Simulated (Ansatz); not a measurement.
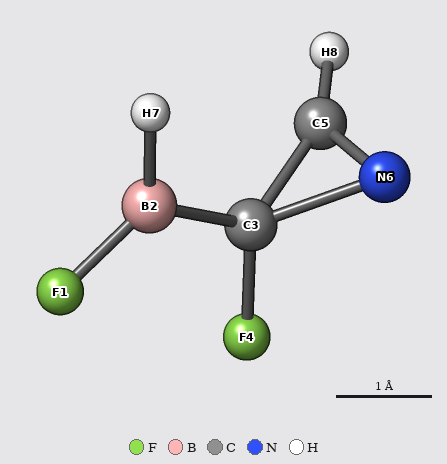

The structure as given in the input (ball-and-stick view, seen at a tilt; atoms are numbered from 1 in the order of the input). Bond lengths as drawn: B–C 1.55 Å, B–F 1.32 Å, B–H 1.20 Å, C–C 1.44 Å, C–F 1.37 Å, C–H 1.08 Å and C–N 1.25 to 1.52 Å.

## Run report: C₂H₂BF₂N, single-point calculation

C₂H₂BF₂N, SMILES FBC1(F)C=N1, computed with RKS PBE0-D4/def2-TZVPP (Ansatz 0.2.0).

The geometry comes from this level: PBE0-D4/def2-TZVP.

Output
```
Functional definition: PBE0
  name "PBE0"
  cite "Adamo & Barone, J. Chem. Phys. 110, 6158 (1999) doi:10.1063/1.478522"
  cite "Perdew, Burke & Ernzerhof, Phys. Rev. Lett. 77, 3865 (1996) doi:10.1103/PhysRevLett.77.3865"
  parent pbe
  parameter a = 0.25
  parameter kappa = 0.804
  parameter beta = 0.06672455060314922
  exchange = (1 - a)*pbe_x(kappa = kappa, mu = beta*pi^2/3) + a*exact_x
  correlation = pbe_c(beta = beta)
1114 factors; their error is unknown
mean field evaluation 1: about -9695.6206 eV, gradient 4.4e1 eV
mean field evaluation 2: about -9694.0341 eV, gradient 5.3e1 eV
mean field evaluation 4: about -9699.2189 eV, gradient 3.5e0 eV
mean field evaluation 8: about -9699.2653 eV, gradient 5.1e-1 eV
mean field evaluation 16: about -9699.2657 eV, gradient 6.2e-5 eV
mean field -9699.26565351 eV, -356.4414383682 hartree, gradient 6.2e-5 eV, S^2 0.000000; 0 other end points of the search recorded, 0 dependent functions left out
reference -9699.26568095 eV, -356.4414393766 hartree; 22, 22 occupied and 192, 192 virtual orbitals, 1114 factors
Total energy: -9699.38638095 eV, -356.4458750198 hartree
```

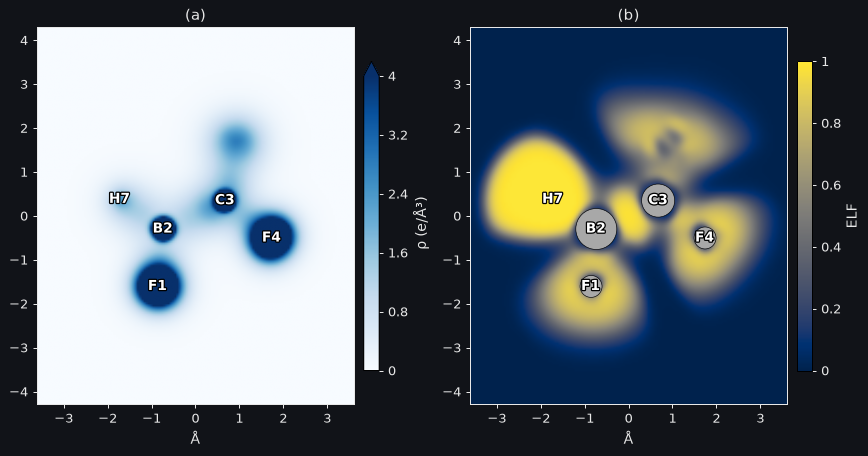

(a) total electron density; (b) ELF on the plane of atoms B2, C3 and F4. Grey discs, where drawn, cover atomic cores. The section cuts through F, B, C and H sites. C–B (1.55 Å): ρ is about 1.5 e/Å³ halfway; the ELF peaks at about 1 between the atoms, which marks a covalent bond. B–H (1.20 Å): ρ at the midpoint is about 1.3 e/Å³; the ELF climbs to about 1 towards the hydrogen, as it does in any bond to H (a covalent bond by its length).

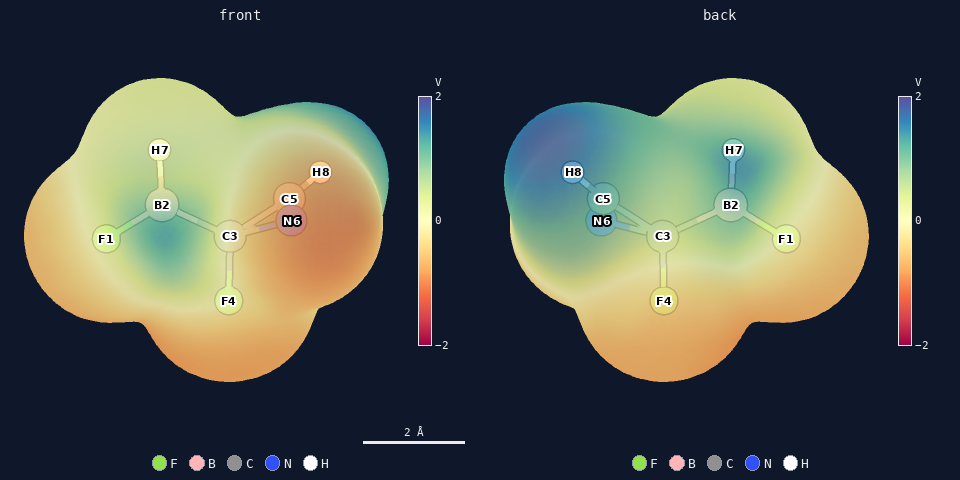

The molecular electrostatic potential painted on the density surface at 0.001 e/bohr³, seen at a tilt and from behind; the colour scale runs from red (negative) to blue (positive). A positive charge is drawn to the negative regions and a negative charge to the positive ones.

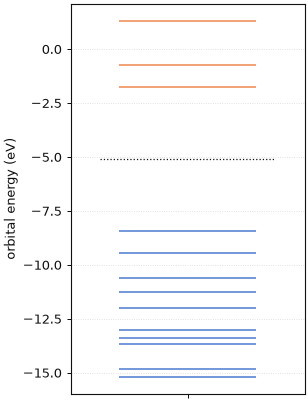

Orbital energies near the frontier; the dotted line parts filled from empty levels, and levels within 0.02 eV of each other stand side by side. Highest filled −8.43 eV, lowest empty −1.76 eV, 6.67 eV apart.

This output came from the following input.

The input
```yaml
crystal:
  periodic: [false, false, false]
  atoms:
    - {symbol: F, position_ang: [1.428399, -1.812820, -0.678061]}
    - {symbol: B, position_ang: [1.029460, -0.796839, 0.055983]}
    - {symbol: C, position_ang: [-0.175543, 0.061438, -0.405154]}
    - {symbol: F, position_ang: [-0.714862, -0.240508, -1.623095]}
    - {symbol: C, position_ang: [-1.020717, 0.830001, 0.476971]}
    - {symbol: N, position_ang: [-0.177493, 1.545206, -0.098229]}
    - {symbol: H, position_ang: [1.598196, -0.553054, 1.079506]}
    - {symbol: H, position_ang: [-1.875339, 0.909377, 1.136080]}
basis:
  gaussian: {orbitals: def2-TZVPP}
hamiltonian: {xc: pbe0, dispersion: d4}
output: {orbitals: {seedname: orbitals}}
```

Command:
```bash
ansatz run in.yaml --threads 2 --pin off --events-out ev --progress --plain --max-ram 4352MiB
```

Summary

| quantity | value |
| --- | --- |
| outcome | converged |
| total energy | −9699.3864 eV |
| mean-field energy | −9699.2657 eV |
| dispersion energy | −0.1207 eV |
| SCF solution under orbital rotations | stable |
| HOMO | −8.43 eV |
| LUMO | −1.76 eV |
| hardware | 2 threads of Intel Xeon, 11 GiB of memory available, shared host |
| wall time | 2.5 s (CPU time 4.8 s) |
| peak memory | 0.43 GiB |
